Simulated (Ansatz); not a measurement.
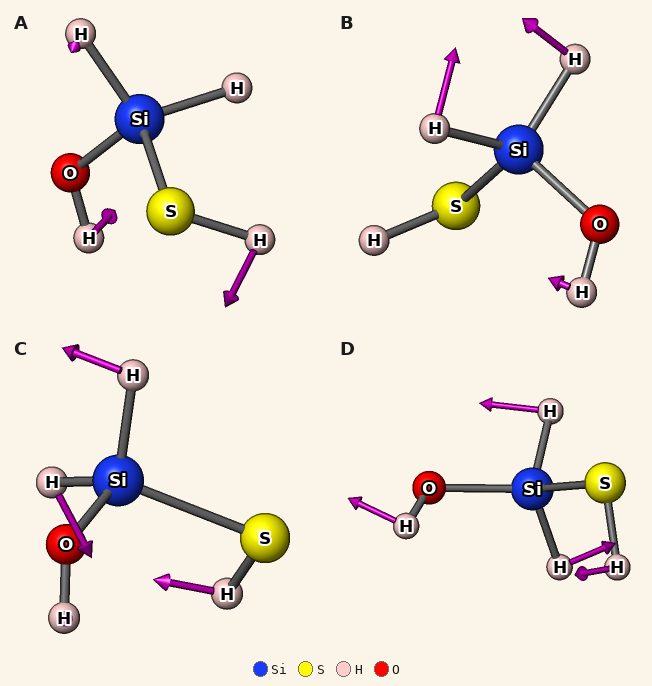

4 normal modes of one molecule or complex, as arrows. Harmonic vibrations computed with RKS PBE0-D4/def2-TZVP (Ansatz 0.2.0) at a stationary point of the same level.

> Match the panels to the wavenumbers 132 cm⁻¹, 529 cm⁻¹, 725 cm⁻¹, 950 cm⁻¹.

A: 132 cm⁻¹, a torsion or out-of-plane motion in which bond lengths and bond angles hardly change
B: 950 cm⁻¹, H–Si–H bending
C: 529 cm⁻¹, H–Si–S bending
D: 725 cm⁻¹, angle bending
